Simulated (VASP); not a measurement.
# TiO2 (Rutile): what each functional gives, and what it costs, part 3 of 5

Which functional reproduces the measured band gap of TiO2 (Rutile), and what does it cost? The start is a cell from a database of measured crystal structures.

VASP 6.6.1, plane waves and PAW; the level of theory is named at each step.

So far, least gap on mesh and path (eV): step 2 (bands, level LDA) 1.77; step 3 (bands, level PBE) 1.87; step 4 (bands, level r2SCAN) 2.24; step 5 (bands, level TB-mBJ) 2.74.

## Step 6: Bands with AM05

This step: AM05; plane waves and PAW (Ti_sv, O) (VASP 6.6.1).

AM05 is built from the electron gas and the surface model, and does well on lattice constants.

Contents of INCAR:

```
SYSTEM = TiO2
PREC = Accurate
ENCUT = 520
EDIFF = 1E-06
NELM = 100
ISMEAR = 0
SIGMA = 0.02
LREAL = .FALSE.
ALGO = Normal
GGA = AM
NBANDS = 40
LASPH = .TRUE.
LORBIT = 11
LWAVE = .FALSE.
LCHARG = .FALSE.
KPAR = 4
NCORE = 2
```

Contents of POSCAR:

```
TiO2
1.0
    4.5922000000      0.0000000000      0.0000000000
    0.0000000000      4.5922000000      0.0000000000
    0.0000000000      0.0000000000      2.9574000000
Ti O
2 4
Direct
    0.0000000000      0.0000000000      0.0000000000
    0.5000000000      0.5000000000      0.5000000000
    0.3049600000      0.3049600000      0.0000000000
    0.1950400000      0.8049600000      0.5000000000
    0.6950400000      0.6950400000      0.0000000000
    0.8049600000      0.1950400000      0.5000000000
```

Contents of KPOINTS:

```
Automatic mesh
0
Gamma
3 3 5
0 0 0
```

Contents of KPOINTS_OPT:

```
Line mode
16
Line-mode
Reciprocal
  0.00000000   0.00000000   0.00000000 GAMMA
  0.00000000   0.50000000   0.00000000 X

  0.00000000   0.50000000   0.00000000 X
  0.50000000   0.50000000   0.00000000 M

  0.50000000   0.50000000   0.00000000 M
  0.00000000   0.00000000   0.00000000 GAMMA

  0.00000000   0.00000000   0.00000000 GAMMA
  0.00000000   0.00000000   0.50000000 Z

  0.00000000   0.00000000   0.50000000 Z
  0.00000000   0.50000000   0.50000000 R

  0.00000000   0.50000000   0.50000000 R
  0.50000000   0.50000000   0.50000000 A

  0.50000000   0.50000000   0.50000000 A
  0.00000000   0.00000000   0.50000000 Z

  0.00000000   0.50000000   0.00000000 X
  0.00000000   0.50000000   0.50000000 R

  0.50000000   0.50000000   0.00000000 M
  0.50000000   0.50000000   0.50000000 A
```

Potentials, in the order of the species: Ti_sv and O (PBE family, release 64).

The run is started by

```bash
mpirun -np 8 vasp_std
```

What it wrote:

```text
[banner, memory and clock lines left out]
running    8 mpi-ranks, on    1 nodes
[...]
[... a notice as in an earlier step ...]

 LDA part: xc-table for (Slater+PW92), standard interpolation
 POSCAR, INCAR and KPOINTS ok, starting setup
[...]
entering main loop
       N       E                     dE             d eps       ncg     rms          rms(c)
DAV:   1     0.631744733406E+03    0.63174E+03   -0.23149E+04   720   0.142E+03
DAV:   2     0.128910035328E+02   -0.61885E+03   -0.56153E+03   720   0.445E+02
DAV:   3    -0.660815770325E+02   -0.78973E+02   -0.77142E+02   920   0.158E+02
DAV:   4    -0.709690201541E+02   -0.48874E+01   -0.48623E+01  1064   0.337E+01
[...]
DAV:  15    -0.547298190983E+02   -0.13405E-04   -0.63872E-05   800   0.559E-02    0.449E-02
DAV:  16    -0.547298021211E+02    0.16977E-04   -0.17742E-05   952   0.621E-02    0.119E-02
DAV:  17    -0.547298027283E+02   -0.60723E-06   -0.30171E-06   832   0.113E-02
   1 F= -.54729803E+02 E0= -.54729803E+02  d E =-.830726E-65
 Start KPOINTS_OPT (optional k-point list driver)
k-point batch [1-9\144]
       N       E                     dE             ncg
DAV:   1     0.430269436087E+03   -0.12526E+04      728
DAV:   2    -0.465951073380E+04   -0.50898E+04      768
DAV:   3    -0.528848520138E+04   -0.62897E+03      936
DAV:   4    -0.532778764294E+04   -0.39302E+02     1040
DAV:   5    -0.532902538778E+04   -0.12377E+01      840
DAV:   6    -0.532905315779E+04   -0.27770E-01      928
DAV:   7    -0.532905377043E+04   -0.61263E-03      880
DAV:   8    -0.532905377610E+04   -0.56721E-05      872
DAV:   9    -0.532905377615E+04   -0.56024E-07      488
[...]
k-point batch [136-144\144]
       N       E                     dE             ncg
DAV:   1     0.380499403238E+03   -0.16323E+05      720
DAV:   2    -0.469875801431E+04   -0.50793E+04      744
DAV:   3    -0.531809491551E+04   -0.61934E+03      968
DAV:   4    -0.536089472773E+04   -0.42800E+02     1016
DAV:   5    -0.536234303380E+04   -0.14483E+01      888
DAV:   6    -0.536236024373E+04   -0.17210E-01      920
DAV:   7    -0.536236045288E+04   -0.20915E-03      904
DAV:   8    -0.536236045653E+04   -0.36584E-05      760
DAV:   9    -0.536236045659E+04   -0.59805E-07      512
```

It took 79 s on 8 MPI ranks of AMD EPYC 7R43, shared host; peak memory 1.2 GiB.

Parts of OUTCAR (step 6):

```text
  Total        0.0289295      0.0289295     -0.7345465      0.0000000      0.0000000      0.0000000
  in kB        0.7431896      0.7431896    -18.8702738      0.0000000      0.0000000      0.0000000
  external PRESSURE =      -5.7946315 kB  Pullay stress =       0.0000000 kB

 POSITION                                       TOTAL-FORCE (eV/Angst)
 -----------------------------------------------------------------------------------
      0.00000      0.00000      0.00000         0.000000      0.000000      0.000000
      2.29610      2.29610      1.47870         0.000000      0.000000      0.000000
      1.40044      1.40044      0.00000        -0.020200     -0.020200      0.000000
      0.89566      3.69654      1.47870         0.020200     -0.020200      0.000000
      3.19176      3.19176      0.00000         0.020200      0.020200     -0.000000
      3.69654      0.89566      1.47870        -0.020200      0.020200     -0.000000
 -----------------------------------------------------------------------------------
    total drift:                                0.000000      0.000000     -0.000000

  FREE ENERGIE OF THE ION-ELECTRON SYSTEM (eV)
  ---------------------------------------------------
  free  energy   TOTEN  =       -54.7298027283 eV

  energy  without entropy=      -54.7298027283  energy(sigma->0) =      -54.72980273

[... 2 parts as in an earlier step ...]

[... 1 further part left out ...]
[key lines of the parts left out:]
E-fermi :   5.0329
```

The electronic bands at the labelled points (eV, zero at the valence-band top; v1 is the highest filled band, c1 the lowest empty one):

```
    point     v4     v3     v2     v1    c1    c2    c3    c4
        Γ  -0.70  -0.44  -0.44   0.00  1.83  2.14  2.38  2.46
        X  -1.65  -1.65  -0.75  -0.75  2.52  2.52  2.99  2.99
        M  -1.31  -1.31  -1.06  -1.06  1.87  1.87  2.48  2.48
        Γ  -0.70  -0.44  -0.44   0.00  1.83  2.14  2.38  2.46
        Z  -2.39  -2.39  -1.43  -1.43  2.94  2.94  3.13  3.13
        R  -2.07  -2.07  -1.04  -1.04  1.86  1.86  3.16  3.16
        A  -1.29  -1.29  -0.68  -0.68  2.56  2.56  3.18  3.18
        Z  -2.39  -2.39  -1.43  -1.43  2.94  2.94  3.13  3.13
jump to X  -1.65  -1.65  -0.75  -0.75  2.52  2.52  2.99  2.99
        R  -2.07  -2.07  -1.04  -1.04  1.86  1.86  3.16  3.16
jump to M  -1.31  -1.31  -1.06  -1.06  1.87  1.87  2.48  2.48
        A  -1.29  -1.29  -0.68  -0.68  2.56  2.56  3.18  3.18
```

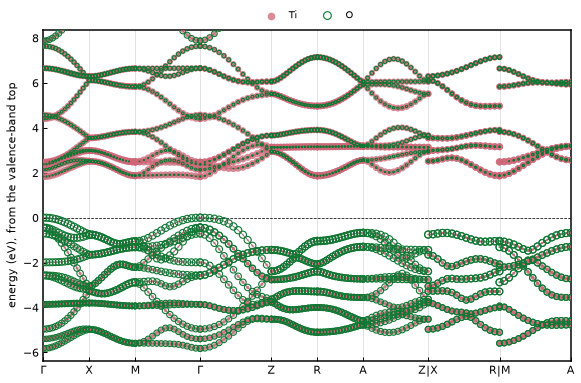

Electronic bands along the path; dots are coloured as in the legend, and their area grows with the weight.

The gap is 1.83 eV, direct at Γ. Against LDA that is +0.05 eV; this run took 1.2 times the core time. The gap lies -1.20 eV from the measured 3.03 eV.

## Step 7: Bands with TPSS

This step: TPSS; plane waves and PAW (Ti_sv, O) (VASP 6.6.1).

TPSS is an older meta-GGA.

Changes to INCAR since step 6:

```diff
@@ -9,5 +9,5 @@
 ALGO = Normal
-GGA = AM
+METAGGA = TPSS
+LASPH = .TRUE.
 NBANDS = 40
-LASPH = .TRUE.
 LORBIT = 11
```

POSCAR is that of step 6.

KPOINTS is that of step 6.

KPOINTS_OPT is that of step 6.

The run is started by

```bash
mpirun -np 8 vasp_std
```

What it wrote:

```text
[... set-up lines as in an earlier step ...]
 entering main loop
       N       E                     dE             d eps       ncg     rms          rms(c)
DAV:   1     0.612411241028E+03    0.61241E+03   -0.23099E+04   720   0.143E+03
DAV:   2     0.126330483638E+02   -0.59978E+03   -0.54957E+03   720   0.446E+02
DAV:   3    -0.638030573566E+02   -0.76436E+02   -0.73484E+02   968   0.154E+02
DAV:   4    -0.705166358835E+02   -0.67136E+01   -0.66119E+01  1088   0.357E+01
[...]
DAV:  22    -0.768679887336E+02    0.52096E-05   -0.12241E-04  1128   0.548E-02    0.678E-03
DAV:  23    -0.768679961587E+02   -0.74252E-05   -0.17754E-05  1136   0.198E-02    0.974E-03
DAV:  24    -0.768679964879E+02   -0.32918E-06   -0.59346E-07   584   0.424E-03
   1 F= -.76867996E+02 E0= -.76867996E+02  d E =-.274850E-50
 Start KPOINTS_OPT (optional k-point list driver)
k-point batch [1-9\144]
       N       E                     dE             ncg
DAV:   1     0.352756043172E+03   -0.13302E+04      728
DAV:   2    -0.483477378553E+04   -0.51875E+04      768
DAV:   3    -0.547406700555E+04   -0.63929E+03      944
DAV:   4    -0.551231280171E+04   -0.38246E+02     1032
DAV:   5    -0.551347566641E+04   -0.11629E+01      824
DAV:   6    -0.551350708126E+04   -0.31415E-01      968
DAV:   7    -0.551350792756E+04   -0.84630E-03      872
DAV:   8    -0.551350793195E+04   -0.43897E-05      808
DAV:   9    -0.551350793201E+04   -0.56944E-07      512
[...]
k-point batch [136-144\144]
       N       E                     dE             ncg
DAV:   1     0.301561393648E+03   -0.16402E+05      720
DAV:   2    -0.487510283516E+04   -0.51767E+04      744
DAV:   3    -0.550452241092E+04   -0.62942E+03      968
DAV:   4    -0.554612660062E+04   -0.41604E+02      992
DAV:   5    -0.554754942698E+04   -0.14228E+01      872
DAV:   6    -0.554756635035E+04   -0.16923E-01      944
DAV:   7    -0.554756654114E+04   -0.19079E-03      896
DAV:   8    -0.554756654411E+04   -0.29716E-05      712
DAV:   9    -0.554756654417E+04   -0.58616E-07      504
```

Run time: 4.3 min. Hardware: 8 MPI ranks; peak memory 1.1 GiB; 28 min of CPU time.

OUTCAR, selected parts (step 7):

```text
  Total        1.8507207      1.8507207      2.2793925      0.0000000      0.0000000      0.0000000
  in kB       47.5444488     47.5444488     58.5568941      0.0000000      0.0000000      0.0000000
  external PRESSURE =      51.2152639 kB  Pullay stress =       0.0000000 kB

 POSITION                                       TOTAL-FORCE (eV/Angst)
 -----------------------------------------------------------------------------------
      0.00000      0.00000      0.00000        -0.000000      0.000000     -0.000000
      2.29610      2.29610      1.47870        -0.000000      0.000000     -0.000000
      1.40044      1.40044      0.00000        -0.122302     -0.122302     -0.000000
      0.89566      3.69654      1.47870         0.122302     -0.122302     -0.000000
      3.19176      3.19176      0.00000         0.122302      0.122302      0.000000
      3.69654      0.89566      1.47870        -0.122302      0.122302      0.000000
 -----------------------------------------------------------------------------------
    total drift:                                0.000000      0.000000     -0.000000

  FREE ENERGIE OF THE ION-ELECTRON SYSTEM (eV)
  ---------------------------------------------------
  free  energy   TOTEN  =       -76.8679964879 eV

  energy  without entropy=      -76.8679964879  energy(sigma->0) =      -76.86799649

[... 2 parts as in an earlier step ...]

[... 1 further part left out ...]
[key lines of the parts left out:]
E-fermi :   4.9851
```

At this level the cell is under a pressure of 5.1 GPa, so at these settings it is away from equilibrium.

Electronic bands along the path, in eV, zero at the valence-band top; v1 is the highest filled band, c1 the lowest empty one:

| point | v4 | v3 | v2 | v1 | c1 | c2 | c3 | c4 |
| --- | --- | --- | --- | --- | --- | --- | --- | --- |
| Γ | -0.74 | -0.47 | -0.47 | 0.00 | 1.98 | 2.29 | 2.50 | 2.59 |
| X | -1.69 | -1.69 | -0.77 | -0.77 | 2.66 | 2.66 | 3.12 | 3.12 |
| M | -1.36 | -1.36 | -1.09 | -1.09 | 2.02 | 2.02 | 2.61 | 2.61 |
| Γ | -0.74 | -0.47 | -0.47 | 0.00 | 1.98 | 2.29 | 2.50 | 2.59 |
| Z | -2.41 | -2.41 | -1.47 | -1.47 | 3.07 | 3.07 | 3.28 | 3.28 |
| R | -2.07 | -2.07 | -1.07 | -1.07 | 2.00 | 2.00 | 3.31 | 3.31 |
| A | -1.30 | -1.30 | -0.70 | -0.70 | 2.68 | 2.68 | 3.31 | 3.31 |
| Z | -2.41 | -2.41 | -1.47 | -1.47 | 3.07 | 3.07 | 3.28 | 3.28 |
| jump to X | -1.69 | -1.69 | -0.77 | -0.77 | 2.66 | 2.66 | 3.12 | 3.12 |
| R | -2.07 | -2.07 | -1.07 | -1.07 | 2.00 | 2.00 | 3.31 | 3.31 |
| jump to M | -1.36 | -1.36 | -1.09 | -1.09 | 2.02 | 2.02 | 2.61 | 2.61 |
| A | -1.30 | -1.30 | -0.70 | -0.70 | 2.68 | 2.68 | 3.31 | 3.31 |

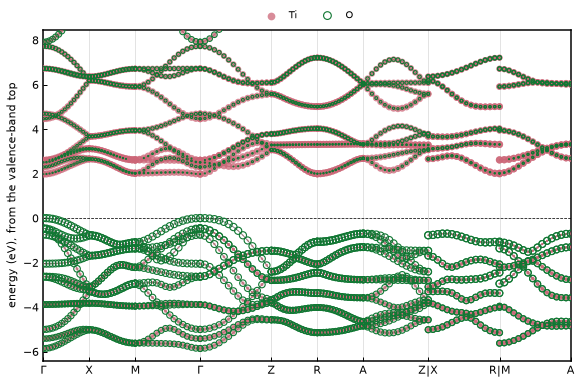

Electronic bands along the path; dots are coloured as in the legend, and their area grows with the weight.

The gap is 1.98 eV, direct at Γ. Against LDA that is +0.20 eV; this run took 4.0 times the core time. The gap lies -1.05 eV from the measured 3.03 eV.

## Step 8: Starting orbitals for the hybrid, ENCUT 520

This step: PBE; plane waves and PAW (Ti_sv, O) (VASP 6.6.1).

A hybrid converges badly from random orbitals, so a cheap semilocal run writes a WAVECAR on the same mesh first.

Contents of INCAR:

```
SYSTEM = TiO2
PREC = Accurate
ENCUT = 520
EDIFF = 1E-05
NELM = 100
ISMEAR = 0
SIGMA = 0.02
LREAL = .FALSE.
ALGO = Normal
GGA = PE
NBANDS = 30
LASPH = .TRUE.
LORBIT = 11
LWAVE = .TRUE.
LCHARG = .FALSE.
KPAR = 4
NCORE = 2
```

POSCAR is that of step 7.

KPOINTS is that of step 7.

The run is started by

```bash
mpirun -np 8 vasp_std
```

What it wrote:

```text
[... set-up lines as in an earlier step ...]
 entering main loop
       N       E                     dE             d eps       ncg     rms          rms(c)
DAV:   1     0.665933337659E+03    0.66593E+03   -0.24901E+04   540   0.190E+03
DAV:   2     0.343191358506E+02   -0.63161E+03   -0.59859E+03   596   0.558E+02
DAV:   3    -0.663100274005E+02   -0.10063E+03   -0.98600E+02   822   0.202E+02
DAV:   4    -0.709251494371E+02   -0.46151E+01   -0.46095E+01   732   0.428E+01
DAV:   5    -0.711183536355E+02   -0.19320E+00   -0.19316E+00   746   0.722E+00    0.315E+01
DAV:   6    -0.540928668124E+02    0.17025E+02   -0.10266E+02   648   0.974E+01    0.115E+01
DAV:   7    -0.538407284828E+02    0.25214E+00   -0.14983E+01   642   0.323E+01    0.820E+00
DAV:   8    -0.537261114541E+02    0.11462E+00   -0.30697E+00   618   0.172E+01    0.358E+00
DAV:   9    -0.536321753060E+02    0.93936E-01   -0.72460E-01   644   0.764E+00    0.105E+00
DAV:  10    -0.536407614386E+02   -0.85861E-02   -0.75741E-02   680   0.223E+00    0.426E-01
DAV:  11    -0.536378493437E+02    0.29121E-02   -0.15235E-02   674   0.862E-01    0.624E-02
DAV:  12    -0.536379546345E+02   -0.10529E-03   -0.15469E-03   622   0.421E-01    0.993E-02
DAV:  13    -0.536378503647E+02    0.10427E-03   -0.35818E-04   670   0.199E-01    0.152E-02
DAV:  14    -0.536378566828E+02   -0.63180E-05   -0.51380E-05   696   0.632E-02
   1 F= -.53637857E+02 E0= -.53637857E+02  d E =-.256208E-13
 writing wavefunctions
```

It took 10 s on 8 MPI ranks; peak memory 1 GiB; 59 s of CPU time.

Parts of OUTCAR (step 8):

```text
   k-points           NKPTS =      9   k-points in BZ     NKDIM =      9   number of bands    NBANDS=     30

   NELECT =      48.0000    total number of electrons

 E-fermi :   4.9567

 k-point     1 :       0.0000    0.0000    0.0000
  band No.  band energies     occupation
    ...
     20       2.8779      2.00000
     21       4.1572      2.00000
     22       4.4170      2.00000
     23       4.4170      2.00000
     24       4.8608      2.00000
     25       6.7304      0.00000
     26       7.0399      0.00000
     27       7.2650      0.00000
     28       7.3553      0.00000
     29       7.3553      0.00000
    ...

  Total        2.4006386      2.4006386      2.2892863      0.0000000      0.0000000      0.0000000
  in kB       61.6716708     61.6716708     58.8110650      0.0000000      0.0000000      0.0000000
  external PRESSURE =      60.7181355 kB  Pullay stress =       0.0000000 kB

 POSITION                                       TOTAL-FORCE (eV/Angst)
 -----------------------------------------------------------------------------------
      0.00000      0.00000      0.00000         0.000000      0.000000     -0.000000
      2.29610      2.29610      1.47870         0.000000      0.000000     -0.000000
      1.40044      1.40044      0.00000        -0.090601     -0.090601      0.000000
      0.89566      3.69654      1.47870         0.090601     -0.090601      0.000000
      3.19176      3.19176      0.00000         0.090601      0.090601     -0.000000
      3.69654      0.89566      1.47870        -0.090601      0.090601     -0.000000
 -----------------------------------------------------------------------------------
    total drift:                                0.000000      0.000000     -0.000000

  FREE ENERGIE OF THE ION-ELECTRON SYSTEM (eV)
  ---------------------------------------------------
  free  energy   TOTEN  =       -53.6378566828 eV

  energy  without entropy=      -53.6378566828  energy(sigma->0) =      -53.63785668

[... 8 parts as in an earlier step ...]

[... 8 further parts left out ...]
```

The gap is read on the k-mesh alone, so it is an upper bound where the band edges lie off the mesh.

A gap read on the k-mesh alone can miss the band edges.

This step gave:

| Quantity | Value |
| --- | --- |
| SCF cycles | 14 |
| bands | 30 |
| free energy (TOTEN) | -53.6379 eV |
| Fermi energy | 4.957 eV |
| pressure | 6.072 GPa |
| gap on the k-mesh | 1.870 eV |
| least direct gap on the k-mesh | 1.870 eV |

Force by atom:

| atom | x (eV/Å) | y (eV/Å) | z (eV/Å) | size |
| --- | --- | --- | --- | --- |
| Ti1 | 0.000 | 0.000 | 0.000 | 0.000 |
| Ti2 | 0.000 | 0.000 | 0.000 | 0.000 |
| O3 | -0.091 | -0.091 | 0.000 | 0.128 |
| O4 | 0.091 | -0.091 | 0.000 | 0.128 |
| O5 | 0.091 | 0.091 | 0.000 | 0.128 |
| O6 | -0.091 | 0.091 | 0.000 | 0.128 |

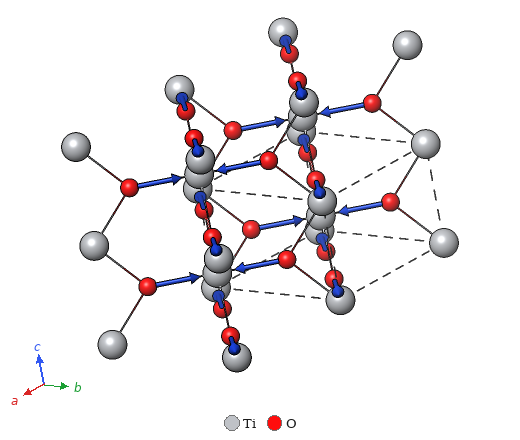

Force as arrows, the longest 0.128 eV/Å. 2×1×2 cells are drawn. Some periodic images of atoms are drawn too.

(Part 3 of 5 ends here.)

[Lines on the potential files, build, host, timing and source positions are cut from VASP's logs without a mark.]

[Logs are printed without paths, hosts, clocks, repeated set-up lines and the standing remarks that a program may print on its own settings, such as how far it seeks lower states.]

[Hosts, paths, dates, database ids (printed as entryN), source tags and the programs' standing remarks are cut or masked in the printed files.]

[A measured line is paired with the nearest computed mode of its activity, which favours agreement.]
